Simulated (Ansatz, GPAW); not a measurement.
# Work function of a 7-layer slab of Re(0001) at several levels, part 2 of 3

Aim: the work function of both faces of a 7-layer slab of Re(0001), and its spread over functionals and bases.

GPAW 26.7.0 and Ansatz 0.2.0; Ansatz plane waves; slab in vacuum with a dipole correction, relaxation (the session's first sound run).

So far: The starting structure; Relaxing the atoms.

## 2. Relaxing the atoms (continued)

The valence density, planar mean oscillates, so the rows of the table below give means over windows of 2.2 Å about each position, cut where the curve ends. Its maxima inside the range that stand out by 2 % of the span (Å: e/Å³): 7.9: 1.80, 10.3: 1.81, 12.5: 1.82, 14.7: 1.81, 16.9: 1.81, 19.2: 1.82, 21.4: 1.80. Its minima: 9.1: 0.385, 11.3: 0.380, 13.7: 0.365, 15.9: 0.387, 18.1: 0.339, 20.3: 0.444.

Valence density, planar mean against z; means over each step:

| z (Å) | valence density, planar mean (e/Å³) |
| --- | --- |
| 3.30 | 5.9e-5 |
| 5.50 | 0.0145 |
| 7.70 | 0.957 |
| 9.90 | 1.03 |
| 12.10 | 1.02 |
| 14.30 | 1.01 |
| 16.50 | 1.03 |
| 18.70 | 0.992 |
| 20.90 | 1.06 |
| 23.10 | 0.117 |
| 25.30 | 4.1e-4 |
| 27.50 | 0 |

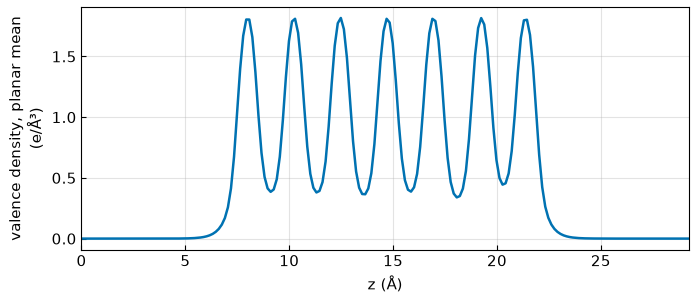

Valence density, planar mean, plotted against z.

The relaxation lowered the energy of the cell by 0.0677 eV.

## 3. Plane waves, PBE

With the geometry fixed, the planar mean of the potential gives the vacuum level on each side.

This step: GPAW, PAW setups; slab in vacuum (GPAW 26.7.0).

File run.py:

```python
import json
import numpy as np
from ase import Atoms
from gpaw import GPAW, PW

slab = Atoms(
    ['Re', 'Re', 'Re', 'Re', 'Re', 'Re', 'Re'],
    positions=[
        [0.00000, 0.00000, 8.00000],
        [2.76000, 1.59349, 10.22870],
        [0.00000, 0.00000, 12.45740],
        [2.76000, 1.59349, 14.72439],
        [0.00000, 0.00000, 16.94232],
        [2.76000, 1.59349, 19.25490],
        [0.00000, 0.00000, 21.37821]],
    cell=[[2.76, 0.0, 0.0], [1.38, 2.39023, 0.0], [0.0, 0.0, 29.3722]],
    pbc=[True, True, False])

slab.calc = GPAW(mode=PW(400), xc='PBE', kpts={'size': (13, 13, 1), 'gamma': True},
                 occupations={'name': 'fermi-dirac', 'width': 0.1}, nbands='160%',
                 convergence={'density': 1e-05}, maxiter=200,
                 poissonsolver={'dipolelayer': 'xy'},
                 symmetry={'tolerance': 1e-3}, txt='slab.txt')
result = {}
energy = slab.get_potential_energy()
fermi = slab.calc.get_fermi_level()
v = slab.calc.get_electrostatic_potential().mean((0, 1)) - fermi
n = slab.calc.get_pseudo_density().mean((0, 1))
L = slab.cell[2, 2]
z = np.arange(len(v)) * L / len(v)
low, high = slab.positions[:, 2].min(), slab.positions[:, 2].max()
below, above = np.interp([low - 5.8, high + 5.8], z, v)
slopes = [np.interp(x, z, np.gradient(v, z)) for x in (low - 5.8, high + 5.8)]
eps = np.array([[slab.calc.get_eigenvalues(k, s) for k in range(len(slab.calc.get_ibz_k_points()))]
                for s in range(slab.calc.get_number_of_spins())]) - fermi
top, bottom = eps[eps < 0].max(), eps[eps > 0].min()
dipole = slab.get_dipole_moment()[2]
print(f'energy {energy:.4f} eV, Fermi level {fermi:.4f} eV, dipole {dipole:.5f} e A')
print(f'potential 5.8 A off the faces, from the Fermi level: lower {below:.4f} eV, upper {above:.4f} eV')
print(f'slope of the potential there: lower {slopes[0]:.5f}, upper {slopes[1]:.5f} eV/A')
print(f'nearest levels on the mesh: {top:.4f} and {bottom:.4f} eV')
print('magnetic moment', round(slab.get_magnetic_moment(), 3))
result.update(energy=energy, fermi=fermi, dipole=dipole, below=below, above=above, slopes=slopes, edges=[top, bottom],
              z=z.tolist(), v=v.tolist(), n=n.tolist(), positions=slab.positions.tolist(),
              forces=slab.get_forces(apply_constraint=False).tolist(), moments=slab.get_magnetic_moments().tolist())
json.dump(result, open('result.json', 'w'))
```

Started as:

```bash
$ OMP_NUM_THREADS=1 OPENBLAS_NUM_THREADS=1 python run.py
```

Numbers of over 12 decimals in the logs are rounded to 6 here.

The program printed:

```text
energy -79.0996 eV, Fermi level 5.3957 eV, dipole 0.00307 e A
potential 5.8 A off the faces, from the Fermi level: lower 5.0138 eV, upper 4.9293 eV
slope of the potential there: lower -0.00013, upper 0.00013 eV/A
nearest levels on the mesh: -0.0149 and 0.0008 eV
magnetic moment 0.0
```

It took 6 min on 1 thread of Arm Neoverse V1, shared host; peak memory 0.28 GiB.

Numbers from this step:

* dipole along the normal: 0.003071 e·Å
* levels nearest the Fermi level on the mesh: -0.01490, 7.90e-4 eV from the Fermi level
* lower work function: 5.014 eV

The electrostatic potential energy of an electron (without an applied field's), less the Fermi level, planar mean oscillates, so the rows of the table below give means over windows of 2.2 Å about each position, cut where the curve ends. Its maxima inside the range that stand out by 2 % of the span (Å: eV): 9.1: -2.19, 11.3: -2.28, 13.6: -1.90, 15.8: -2.26, 18.1: -1.56, 20.4: -3.26. Its minima: 8.0: -29.2, 10.3: -29.4, 12.5: -29.4, 14.7: -29.4, 17.0: -29.2, 19.3: -29.4, 21.4: -29.2.

Table of electrostatic potential energy of an electron (without an applied field's), less the Fermi level, planar mean by z; means over each step:

| z (Å) | electrostatic potential energy of an electron (without an applied field's), less the Fermi level, planar mean (eV) |
| --- | --- |
| 1.10 | 5.01 |
| 3.30 | 5.01 |
| 5.50 | 4.60 |
| 7.70 | -13.6 |
| 9.90 | -14.6 |
| 12.10 | -14.5 |
| 14.30 | -14.3 |
| 16.50 | -14.5 |
| 18.70 | -14.0 |
| 20.90 | -15.0 |
| 23.10 | 2.07 |
| 25.30 | 4.92 |
| 27.50 | 4.93 |

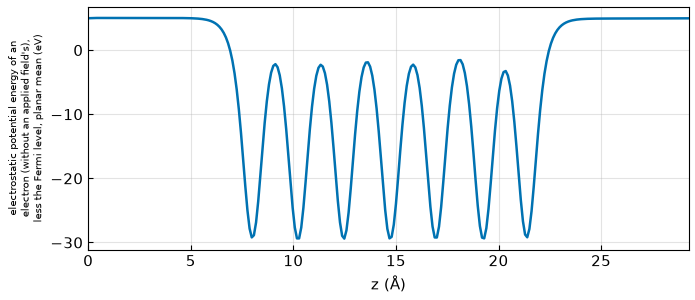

Electrostatic potential energy of an electron (without an applied field's), less the Fermi level, planar mean, plotted against z.

The pseudo valence density, planar mean oscillates, so the rows of the table below give means over windows of 2.31 Å about each position, cut where the curve ends. Its maxima inside the range that stand out by 2 % of the span (Å: e/Å³): 8.0: 1.77, 10.3: 1.75, 12.4: 1.73, 14.7: 1.76, 17.0: 1.75, 19.3: 1.75, 21.4: 1.77. Its minima: 9.0: 0.394, 11.3: 0.380, 13.6: 0.363, 15.7: 0.395, 18.0: 0.342, 20.4: 0.442.

The pseudo valence density, planar mean by z; means over each step:

| z (Å) | pseudo valence density, planar mean (e/Å³) |
| --- | --- |
| 3.46 | 9.8e-5 |
| 5.77 | 0.0320 |
| 8.08 | 0.843 |
| 10.39 | 0.867 |
| 12.70 | 0.863 |
| 15.01 | 0.870 |
| 17.32 | 0.855 |
| 19.63 | 0.897 |
| 21.94 | 0.739 |
| 24.25 | 0.00618 |
| 26.56 | 2.0e-5 |

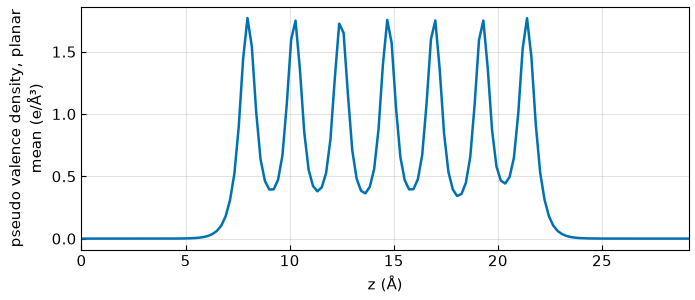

Pseudo valence density, planar mean against z.

Force by atom:

| atom | x (eV/Å) | y (eV/Å) | z (eV/Å) | size |
| --- | --- | --- | --- | --- |
| Re1 | 0.00 | 0.00 | 0.80 | 0.80 |
| Re2 | 0.00 | 0.00 | -1.08 | 1.08 |
| Re3 | 0.00 | 0.00 | 0.31 | 0.31 |
| Re4 | 0.00 | 0.00 | -0.01 | 0.01 |
| Re5 | 0.00 | 0.00 | 0.01 | 0.01 |
| Re6 | 0.00 | 0.00 | -0.02 | 0.02 |
| Re7 | 0.00 | 0.00 | 0.00 | 0.00 |

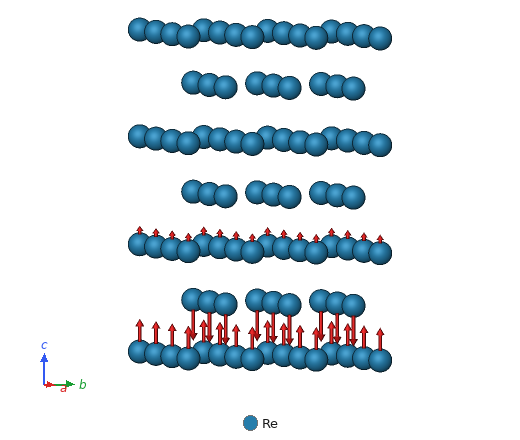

Force as arrows, the longest 1.08 eV/Å. 3×3×1 cells are drawn. Some periodic images of atoms are drawn too.

The potential is flat to 1.3e-4 eV/Å where it is read, so the vacuum is wide enough. The geometry is the other program's minimum; here the largest force on a free atom is 0.021 eV/Å.

## 4. OptPBE vdW: xc = "optPBE-vdW"

The same geometry under optPBE-vdW, to see how far the functional moves the levels against the vacuum (the van der Waals functionals take revPBE setups).

Changes to run.py since step 3:

```diff
@@ -18,3 +18,3 @@
 
-slab.calc = GPAW(mode=PW(400), xc='PBE', kpts={'size': (13, 13, 1), 'gamma': True},
+slab.calc = GPAW(mode=PW(400), xc='optPBE-vdW', kpts={'size': (13, 13, 1), 'gamma': True},
                  occupations={'name': 'fermi-dirac', 'width': 0.1}, nbands='160%',
```

The program printed:

```text
energy -194.9534 eV, Fermi level 5.3297 eV, dipole 0.00304 e A
potential 5.8 A off the faces, from the Fermi level: lower 5.1632 eV, upper 5.0796 eV
slope of the potential there: lower -0.00026, upper 0.00027 eV/A
nearest levels on the mesh: -0.0053 and 0.0047 eV
magnetic moment 0.0
```

Run time: 6.5 min. Hardware: 1 thread; peak memory 0.42 GiB.

This step gave:

```yaml
dipole_along_the_normal: 0.003040 e·Å
levels_nearest_the_fermi_level_on_the_mesh: -0.005317, 0.004693 eV from the Fermi level
upper_work_function: 5.080 eV
lower_work_function: 5.163 eV
```

The electrostatic potential energy of an electron (without an applied field's), less the Fermi level, planar mean oscillates, so the rows of the table below give means over windows of 2.2 Å about each position, cut where the curve ends. Its maxima inside the range that stand out by 2 % of the span (Å: eV): 9.1: -2.28, 11.3: -2.38, 13.6: -2.01, 15.8: -2.36, 18.1: -1.67, 20.4: -3.36. Its minima: 8.0: -29.1, 10.3: -29.2, 12.5: -29.3, 14.7: -29.2, 17.0: -29.1, 19.3: -29.2, 21.4: -29.1.

Electrostatic potential energy of an electron (without an applied field's), less the Fermi level, planar mean against z; means over each step:

| z (Å) | electrostatic potential energy of an electron (without an applied field's), less the Fermi level, planar mean (eV) |
| --- | --- |
| 1.10 | 5.16 |
| 3.30 | 5.16 |
| 5.50 | 4.70 |
| 7.70 | -13.5 |
| 9.90 | -14.6 |
| 12.10 | -14.5 |
| 14.30 | -14.3 |
| 16.50 | -14.5 |
| 18.70 | -13.9 |
| 20.90 | -14.9 |
| 23.10 | 2.13 |
| 25.30 | 5.06 |
| 27.50 | 5.08 |

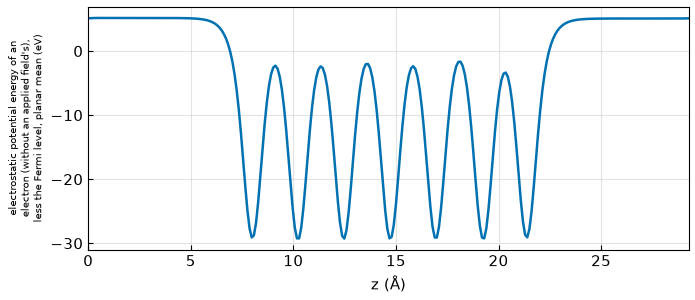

Electrostatic potential energy of an electron (without an applied field's), less the Fermi level, planar mean against z.

The pseudo valence density, planar mean oscillates, so the rows of the table below give means over windows of 2.31 Å about each position, cut where the curve ends. Its maxima inside the range that stand out by 2 % of the span (Å: e/Å³): 8.0: 1.78, 10.3: 1.76, 12.4: 1.73, 14.7: 1.76, 17.0: 1.76, 19.3: 1.76, 21.4: 1.77. Its minima: 9.0: 0.390, 11.3: 0.375, 13.6: 0.359, 15.7: 0.390, 18.0: 0.337, 20.4: 0.438.

Pseudo valence density, planar mean against z; means over each step:

| z (Å) | pseudo valence density, planar mean (e/Å³) |
| --- | --- |
| 3.46 | 1.3e-4 |
| 5.77 | 0.0319 |
| 8.08 | 0.843 |
| 10.39 | 0.867 |
| 12.70 | 0.863 |
| 15.01 | 0.870 |
| 17.32 | 0.855 |
| 19.63 | 0.897 |
| 21.94 | 0.739 |
| 24.25 | 0.00642 |
| 26.56 | 3.1e-5 |

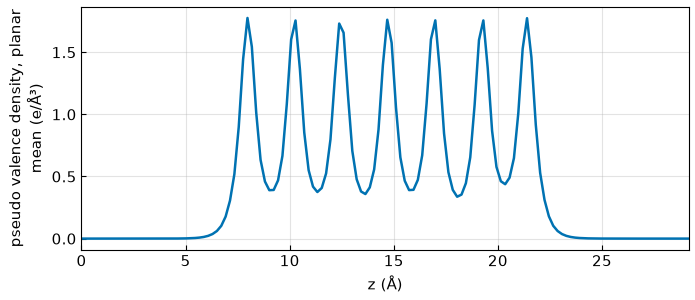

Pseudo valence density, planar mean against z.

Force by atom:

| atom | x (eV/Å) | y (eV/Å) | z (eV/Å) | size |
| --- | --- | --- | --- | --- |
| Re1 | 0.00 | 0.00 | 0.40 | 0.40 |
| Re2 | 0.00 | 0.00 | -1.07 | 1.07 |
| Re3 | 0.00 | 0.00 | 0.33 | 0.33 |
| Re4 | 0.00 | 0.00 | -0.02 | 0.02 |
| Re5 | 0.00 | 0.00 | 0.02 | 0.02 |
| Re6 | 0.00 | 0.00 | -0.08 | 0.08 |
| Re7 | 0.00 | 0.00 | 0.43 | 0.43 |

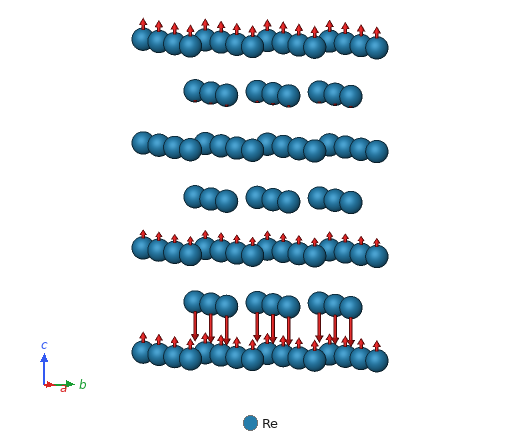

Force as arrows, the longest 1.07 eV/Å. 3×3×1 cells are drawn. Some periodic images of atoms are drawn too.

The upper face's work function is 5.080 eV, against 4.929 eV in the first plane-wave PBE run at this geometry.

## 5. Self-consistent run: xc = "revPBE"

The same geometry under revPBE, to see how far the functional moves the levels against the vacuum.

Changes to run.py since step 4:

```diff
@@ -18,3 +18,3 @@
 
-slab.calc = GPAW(mode=PW(400), xc='optPBE-vdW', kpts={'size': (13, 13, 1), 'gamma': True},
+slab.calc = GPAW(mode=PW(400), xc='revPBE', kpts={'size': (13, 13, 1), 'gamma': True},
                  occupations={'name': 'fermi-dirac', 'width': 0.1}, nbands='160%',
```

The program printed:

```text
energy -75.8639 eV, Fermi level 5.4805 eV, dipole 0.00323 e A
potential 5.8 A off the faces, from the Fermi level: lower 4.8938 eV, upper 4.8050 eV
slope of the potential there: lower -0.00019, upper 0.00021 eV/A
nearest levels on the mesh: -0.0140 and 0.0043 eV
magnetic moment 0.0
```

Elapsed: 7.2 min, on 1 thread; peak memory 0.28 GiB.

This step gave:

```
dipole along the normal                    : 0.003226 e·Å
levels nearest the Fermi level on the mesh : -0.01398, 0.004256 eV from the Fermi level
upper work function                        : 4.805 eV
lower work function                        : 4.894 eV
```

The electrostatic potential energy of an electron (without an applied field's), less the Fermi level, planar mean oscillates, so the rows of the table below give means over windows of 2.2 Å about each position, cut where the curve ends. Its maxima inside the range that stand out by 2 % of the span (Å: eV): 9.1: -2.25, 11.3: -2.35, 13.6: -1.96, 15.8: -2.32, 18.1: -1.62, 20.4: -3.32. Its minima: 8.0: -29.2, 10.3: -29.4, 12.5: -29.4, 14.7: -29.4, 17.0: -29.3, 19.3: -29.4, 21.4: -29.2.

Table of electrostatic potential energy of an electron (without an applied field's), less the Fermi level, planar mean by z; means over each step:

| z (Å) | electrostatic potential energy of an electron (without an applied field's), less the Fermi level, planar mean (eV) |
| --- | --- |
| 1.10 | 4.89 |
| 3.30 | 4.89 |
| 5.50 | 4.48 |
| 7.70 | -13.6 |
| 9.90 | -14.6 |
| 12.10 | -14.6 |
| 14.30 | -14.3 |
| 16.50 | -14.5 |
| 18.70 | -14.0 |
| 20.90 | -15.0 |
| 23.10 | 1.98 |
| 25.30 | 4.79 |
| 27.50 | 4.81 |

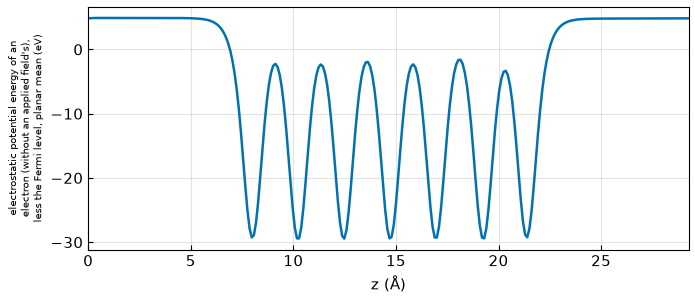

Electrostatic potential energy of an electron (without an applied field's), less the Fermi level, planar mean against z.

The upper face's work function is 4.805 eV, against 4.929 eV in the first plane-wave PBE run at this geometry.

## 6. Self-consistent run: xc = "RPBE"

The same geometry under RPBE, to see how far the functional moves the levels against the vacuum.

Changes to run.py since step 5:

```diff
@@ -18,3 +18,3 @@
 
-slab.calc = GPAW(mode=PW(400), xc='revPBE', kpts={'size': (13, 13, 1), 'gamma': True},
+slab.calc = GPAW(mode=PW(400), xc='RPBE', kpts={'size': (13, 13, 1), 'gamma': True},
                  occupations={'name': 'fermi-dirac', 'width': 0.1}, nbands='160%',
```

The program printed:

```text
energy -75.0889 eV, Fermi level 5.5013 eV, dipole 0.00322 e A
potential 5.8 A off the faces, from the Fermi level: lower 4.8774 eV, upper 4.7889 eV
slope of the potential there: lower -0.00019, upper 0.00018 eV/A
nearest levels on the mesh: -0.0136 and 0.0056 eV
magnetic moment 0.0
```

It took 6 min on 1 thread; peak memory 0.28 GiB.

This step gave:

```yaml
dipole_along_the_normal: 0.003217 e·Å
levels_nearest_the_fermi_level_on_the_mesh: -0.01357, 0.005628 eV from the Fermi level
upper_work_function: 4.789 eV
lower_work_function: 4.877 eV
```

The upper face's work function is 4.789 eV, against 4.929 eV in the first plane-wave PBE run at this geometry.

## 7. Self-consistent run: xc = "vdW-DF2"

The same geometry under vdW-DF2, to see how far the functional moves the levels against the vacuum (the van der Waals functionals take revPBE setups).

Changes to run.py since step 6:

```diff
@@ -18,3 +18,3 @@
 
-slab.calc = GPAW(mode=PW(400), xc='RPBE', kpts={'size': (13, 13, 1), 'gamma': True},
+slab.calc = GPAW(mode=PW(400), xc='vdW-DF2', kpts={'size': (13, 13, 1), 'gamma': True},
                  occupations={'name': 'fermi-dirac', 'width': 0.1}, nbands='160%',
```

The program printed:

```text
energy -1133.7454 eV, Fermi level 5.4669 eV, dipole 0.00264 e A
potential 5.8 A off the faces, from the Fermi level: lower 5.2231 eV, upper 5.1504 eV
slope of the potential there: lower -0.00027, upper 0.00030 eV/A
nearest levels on the mesh: -0.0182 and 0.0015 eV
magnetic moment 0.0
```

It took 9.5 min on 1 thread; peak memory 0.42 GiB.

This step gave:

```
dipole along the normal                    : 0.002641 e·Å
levels nearest the Fermi level on the mesh : -0.01819, 0.001543 eV from the Fermi level
upper work function                        : 5.150 eV
lower work function                        : 5.223 eV
```

The upper face's work function is 5.150 eV, against 4.929 eV in the first plane-wave PBE run at this geometry.

## 8. Self-consistent run: xc = "LDA"

The same geometry under LDA, to see how far the functional moves the levels against the vacuum.

Changes to run.py since step 7:

```diff
@@ -18,3 +18,3 @@
 
-slab.calc = GPAW(mode=PW(400), xc='vdW-DF2', kpts={'size': (13, 13, 1), 'gamma': True},
+slab.calc = GPAW(mode=PW(400), xc='LDA', kpts={'size': (13, 13, 1), 'gamma': True},
                  occupations={'name': 'fermi-dirac', 'width': 0.1}, nbands='160%',
```

The program printed:

```text
energy -88.2917 eV, Fermi level 5.0673 eV, dipole 0.00309 e A
potential 5.8 A off the faces, from the Fermi level: lower 5.3104 eV, upper 5.2253 eV
slope of the potential there: lower -0.00016, upper 0.00017 eV/A
nearest levels on the mesh: -0.0114 and 0.0074 eV
magnetic moment 0.0
```

Elapsed: 7.6 min, on 1 thread; peak memory 0.28 GiB.

This step gave:

```
dipole along the normal                    : 0.003093 e·Å
levels nearest the Fermi level on the mesh : -0.01139, 0.007389 eV from the Fermi level
upper work function                        : 5.225 eV
lower work function                        : 5.310 eV
```

The electrostatic potential energy of an electron (without an applied field's), less the Fermi level, planar mean oscillates, so the rows of the table below give means over windows of 2.2 Å about each position, cut where the curve ends. Its maxima inside the range that stand out by 2 % of the span (Å: eV): 9.1: -1.83, 11.3: -1.93, 13.6: -1.56, 15.8: -1.91, 18.1: -1.22, 20.4: -2.89. Its minima: 8.0: -28.9, 10.3: -29.0, 12.5: -29.0, 14.7: -29.0, 17.0: -28.9, 19.3: -29.0, 21.4: -28.8.

Table of electrostatic potential energy of an electron (without an applied field's), less the Fermi level, planar mean by z; means over each step:

| z (Å) | electrostatic potential energy of an electron (without an applied field's), less the Fermi level, planar mean (eV) |
| --- | --- |
| 1.10 | 5.31 |
| 3.30 | 5.31 |
| 5.50 | 4.90 |
| 7.70 | -13.2 |
| 9.90 | -14.2 |
| 12.10 | -14.1 |
| 14.30 | -13.9 |
| 16.50 | -14.1 |
| 18.70 | -13.6 |
| 20.90 | -14.6 |
| 23.10 | 2.37 |
| 25.30 | 5.21 |
| 27.50 | 5.23 |

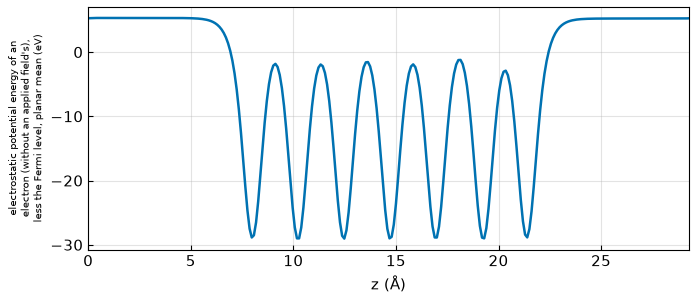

Electrostatic potential energy of an electron (without an applied field's), less the Fermi level, planar mean, plotted against z.

The upper face's work function is 5.225 eV, against 4.929 eV in the first plane-wave PBE run at this geometry.

(Continued in part 3 of 3.)

[Logs are printed without paths, hosts, clocks, repeated set-up lines and the standing remarks that a program may print on its own settings, such as how far it seeks lower states.]

[Hosts, paths, dates, database ids (printed as entryN), source tags and the programs' standing remarks are cut or masked in the printed files.]
